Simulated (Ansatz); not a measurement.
# UHSE06/def2-SVP (core potential) run of InNH3 (SMILES [NH2][InH])

What is the vertical doublet–quartet gap of InNH3 at UHSE06/def2-SVP (core potential)? 

The results are computed with Ansatz 0.2.0.

41 further runs of the same task are left out: 41 set aside as unsound or not needed.

## Step 1: The structure to begin with

InNH3 has 5 atoms, charge 0, and is taken as a doublet. As SMILES, `[NH2][InH]`. Geometry: relaxed at PBE0-D4/def2-TZVP. This is one conformer, not always the lowest.

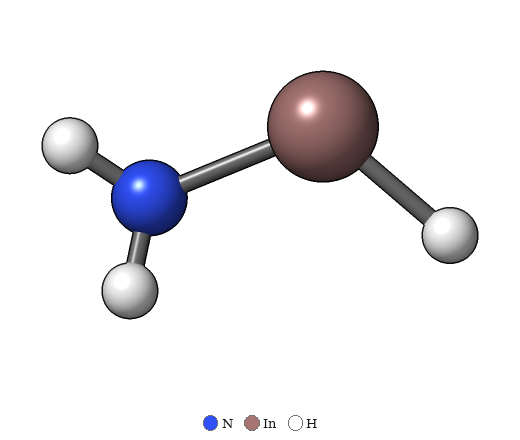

Viewed from a chosen angle; nitrogen blue, indium brown, hydrogen white.

## Step 2: A single-point energy at UHSE06/def2-SVP (core potential)

Input file job.yaml:

```yaml
crystal:
  periodic: [false, false, false]
  atoms:
    - symbol: "N"
      position_ang: [-0.299400, -0.736500, 0.264700]
    - symbol: In
      position_ang: [0.846600, 0.946400, 0.296000]
    - symbol: H
      position_ang: [-0.846800, -0.960800, -0.554700]
    - symbol: H
      position_ang: [0.017600, -1.585600, 0.707600]
    - symbol: H
      position_ang: [0.331900, 2.262600, -0.755100]
basis:
  gaussian: {orbitals: def2-SVP}
accuracy: high
hamiltonian: {xc: {name: HSE06}}
output: {orbitals: {seedname: orbitals}}
magnetization: {spin_polarized: true, initial_magnetization: 1}
```

Launch:

```console
$ ansatz run job.yaml --threads 1 --pin off --max-ram 3480MiB --events-out events.jsonl --progress --plain --runs-dir runs
```

Standard output:

```text
Warning: RAYON_NUM_THREADS=1 ignored (pool sized by the plan → 1); use --threads N
Functional definition: HSE06
  name "HSE06"
  parameter a = 0.25
  parameter omega = 0.11/bohr
  exchange = pbe_x - a*pbe_x_sr(omega) + a*exact_x_sr(omega)
  correlation = pbe_c
1332 factors; integrals over basis functions are off by at most 2.7e-9 eV
93 factors; integrals over basis functions are off by at most 8.8e-10 eV
mean field evaluation 1: about -6700.8989 eV, gradient 4.1e1 eV
mean field evaluation 2: about -6652.6780 eV, gradient 8.5e1 eV
mean field evaluation 4: about -6708.2426 eV, gradient 2.8e0 eV
mean field evaluation 8: about -6708.3999 eV, gradient 2.5e-1 eV
mean field evaluation 16: about -6708.4003 eV, gradient 6.5e-4 eV
mean field -6708.40029311 eV, -246.5291636547 hartree, gradient 7.3e-8 eV, S^2 0.753967; 0 other end points of the search recorded, 0 dependent functions left out
reference -6708.40029673 eV, -246.5291637880 hartree; 16, 15 occupied and 39, 40 virtual orbitals, 1332 factors
Total energy: -6708.40029673 eV, -246.5291637880 hartree
```

Run time: 7.5 s. Hardware: 1 thread of Arm Neoverse V1, shared host; peak memory 0.22 GiB.

## Step 3: The quartet

Input file in.yaml:

```yaml
basis:
  gaussian:
    orbitals: def2-SVP
crystal:
  periodic: [false, false, false]
  atoms:
    - symbol: N
      position_ang: [-0.299400, -0.736500, 0.264700]
    - symbol: In
      position_ang: [0.846600, 0.946400, 0.296000]
    - symbol: H
      position_ang: [-0.846800, -0.960800, -0.554700]
    - symbol: H
      position_ang: [0.017600, -1.585600, 0.707600]
    - symbol: H
      position_ang: [0.331900, 2.262600, -0.755100]
accuracy: high
hamiltonian:
  xc: {name: HSE06}
magnetization:
  spin_polarized: true
  initial_magnetization: 3
output: {orbitals: {seedname: orbitals}}
```

Launch:

```console
$ ansatz run in.yaml --threads 1 --pin off --max-ram 3480MiB --events-out events.jsonl --progress --plain --runs-dir runs
```

Standard output:

```text
Warning: RAYON_NUM_THREADS=1 ignored (pool sized by the plan → 1); use --threads N
Functional definition: HSE06
  name "HSE06"
  parameter a = 0.25
  parameter omega = 0.11/bohr
  exchange = pbe_x - a*pbe_x_sr(omega) + a*exact_x_sr(omega)
  correlation = pbe_c
1331 factors; integrals over basis functions are off by at most 2.7e-9 eV
93 factors; integrals over basis functions are off by at most 8.8e-10 eV
mean field evaluation 1: about -6699.4998 eV, gradient 3.2e1 eV
mean field evaluation 2: about -6687.7442 eV, gradient 5.5e1 eV
mean field evaluation 4: about -6704.0794 eV, gradient 6.0e0 eV
mean field evaluation 8: about -6704.4543 eV, gradient 5.2e-1 eV
mean field evaluation 16: about -6704.4582 eV, gradient 7.3e-4 eV
mean field evaluation 32: about -6702.7129 eV, gradient 5.4e0 eV
mean field -6704.45819796 eV, -246.3842943302 hartree, gradient 1.0e-8 eV, S^2 3.756125; 3 other end points of the search recorded, 0 dependent functions left out
reference -6704.45820173 eV, -246.3842944687 hartree; 17, 14 occupied and 38, 41 virtual orbitals, 1331 factors
Total energy: -6704.45820173 eV, -246.3842944687 hartree
```

Wall time 9.6 s (1 thread of Arm Neoverse V1, shared host); peak memory 0.22 GiB.

## Step 4: What came out

Level: UHSE06/def2-SVP (core potential).

| quantity | value |
| --- | --- |
| doublet: total energy | -246.52916 Eh |
| doublet: HOMO energy (highest over α and β) | -5.09 eV |
| doublet: LUMO energy (lowest over α and β) | -2.94 eV |
| doublet: ⟨S²⟩ | 0.754 |
| quartet: total energy | -246.38429 Eh |
| quartet: HOMO energy (highest over α and β) | -2.70 eV |
| quartet: ⟨S²⟩ | 3.756 |
| vertical energy of the quartet above the doublet | 3.942 eV |

At this shape the quartet lies 3.94 eV (91 kcal/mol) above the doublet.
